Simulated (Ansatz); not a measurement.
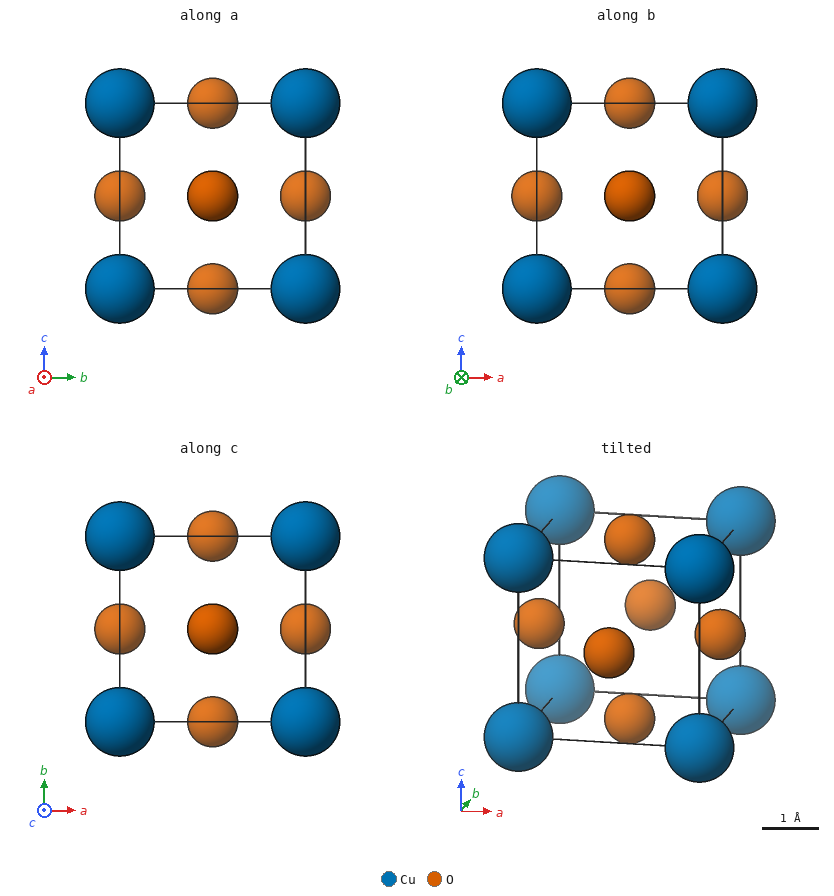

Spheres-only representation of a periodic structure, projected along the a axis, along the b axis, along the c axis and slightly off an axis. The conventional unit cell is outlined; an atom on or near a face, edge or corner is repeated at each equivalent position.

Lattice parameters: a = 3.3645 Å, b = 3.3645 Å, c = 3.3645 Å, α = 90.000°, β = 90.000°, γ = 90.000°.

Put the structure into a CIF in P1 with every atom of the cell.

Answer.
```cif
data_structure
_symmetry_space_group_name_H-M 'P 1'
_symmetry_Int_Tables_number 1
_cell_length_a 3.3645
_cell_length_b 3.3645
_cell_length_c 3.3645
_cell_angle_alpha 90.000
_cell_angle_beta 90.000
_cell_angle_gamma 90.000
_cell_volume 38.08
loop_
_atom_site_label
_atom_site_type_symbol
_atom_site_fract_x
_atom_site_fract_y
_atom_site_fract_z
_atom_site_occupancy
Cu1 Cu 0.0000 0.0000 0.0000 1
O1 O 0.0000 0.5000 0.5000 1
O2 O 0.5000 0.0000 0.5000 1
O3 O 0.5000 0.5000 0.0000 1
```

Origin of the cell: a structure type filled with these elements by a generator (whether the compound takes this form wasn't checked). The geometry is the end of a relaxation with DFT PBE, scalar-relativistic, plane waves, PAW in Ansatz 0.2.0.
